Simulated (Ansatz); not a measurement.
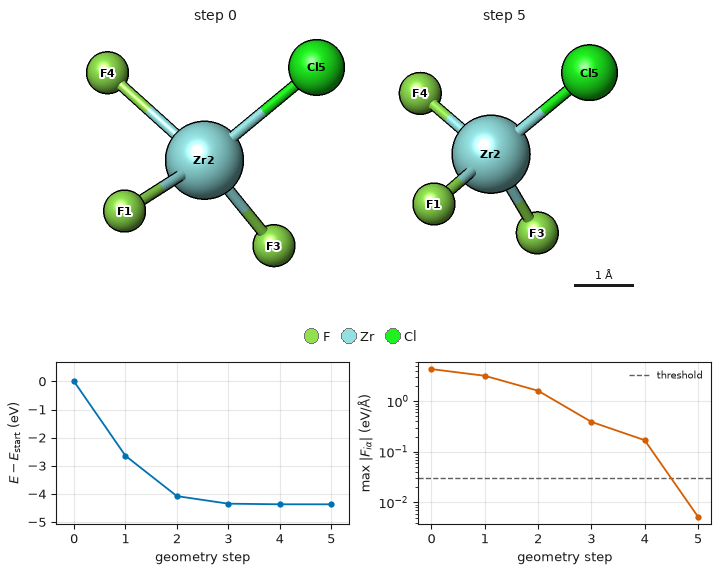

First and last geometry of a relaxation of ZrClF3 (coarse preliminary run), with the history of the run. The picture is a ball-and-stick view, seen face on.

The start comes from a force field.

The calculation used Ansatz 0.2.0, RKS PBE-D4/def2-SVP. (force threshold 0.03 eV/Å; at most 200 steps)

Question: Read the history and describe the run.

Answer: It converged. The largest move after the best rigid fit is that of F4, 0.54 Å. Largest moves by element: F 0.54 Å, Cl 0.30 Å, Zr 0.12 Å. Near-neighbour distances that change, for instance: Zr2–F4 2.432 → 1.902 Å, F1–Zr2 2.268 → 1.902 Å, Zr2–Cl5 2.626 → 2.355 Å, Zr2–F3 2.152 → 1.903 Å. Among the angles between lasting bonds that change: F3–Zr2–F4 125.8° → 108.9°, F1–Zr2–F4 96.5° → 109.0°, F3–Zr2–Cl5 99.9° → 110.0°. After 5 geometry steps the energy has fallen by 4.368 eV. Largest force component: 4.3 eV/Å at the start, 0.0052 eV/Å at the end. Cost: 5 s on 4 threads of Arm Neoverse V2, with other jobs on the host.

```tsv
step	E − E(0), eV	largest force component, eV/Å
0	0.0000	4.3219
1	-2.6429	3.1924
2	-4.0761	1.6150
3	-4.3455	0.3916
4	-4.3664	0.1702
5	-4.3675	0.0052
```
